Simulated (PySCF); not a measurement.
```
atom    x (Å)    y (Å)    z (Å)
   N  -2.9060   1.2047   1.0695
   C  -2.1785   0.2455   0.9275
   C  -1.4548  -0.7797   0.4802
   C  -0.1016  -0.7465   0.1613
   S   0.8649   0.6893   0.3612
  Si   2.3959   0.3400  -1.1097
   H  -3.1271   1.6015   1.9770
   H  -1.9690  -1.7292   0.4020
   H   0.4074  -1.6400  -0.1511
   H   2.9817  -0.9662  -0.8223
   H   3.3143   1.4421  -0.8933
   H   1.7739   0.3377  -2.4282
```

Geometry: GFN2-xTB.

Computed with UKS B3LYP, pcH-1 on C H N S Si, non-relativistic, mean-field spin-orbit, GIAO (PySCF).

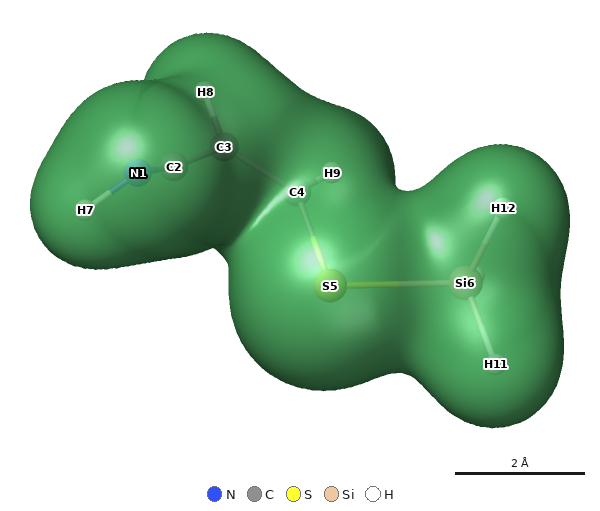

C3H6NSSi (doublet). Isosurface of the electron density at 0.05 e/Å³ (green), seen at an oblique angle.

**How is the density connected at this value?**

At this value the surface is in one piece. It bridges the sampled C–N (1.21 Å), C–C (1.33 Å), C–S (1.74 Å) and Si–S (2.15 Å) contacts, where the density stays above the isovalue. On the grid the lowest density along these lines, outside the cores, is 2.8 e/Å³ (C–N, 1.21 Å), 2.2 e/Å³ (C–C, 1.33 Å), 1.4 e/Å³ (C–S, 1.74 Å) and 0.65 e/Å³ (Si–S, 2.15 Å).
